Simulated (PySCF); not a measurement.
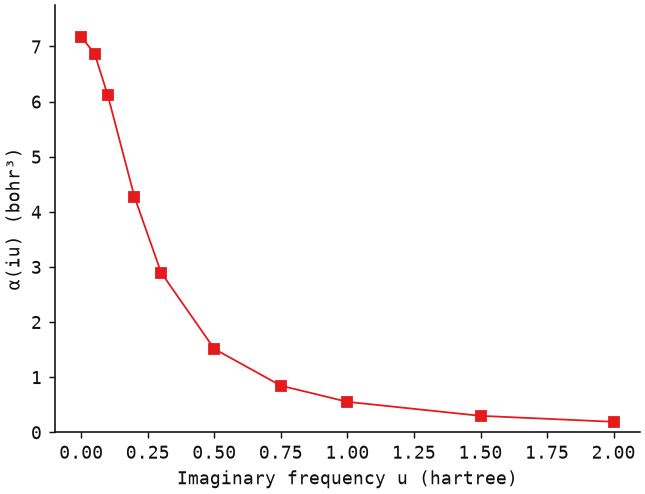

Dipole polarisability at imaginary frequency of an atom or ion with 3 electrons in the configuration [He] 2s. Coupled response at the PBE0 level; PySCF, aug-cc-pVTZ-DK, spin-free X2C-1e, unrestricted single determinants, no spin-orbit coupling.

Which species is it, and what does the curve give?

B III (B²⁺). The static dipole polarisability is 7.17 bohr³; α(iu) falls to half of it near u = 0.24 hartree. The Casimir–Polder integral gives C₆ = 9.65 hartree bohr⁶ for two such species.
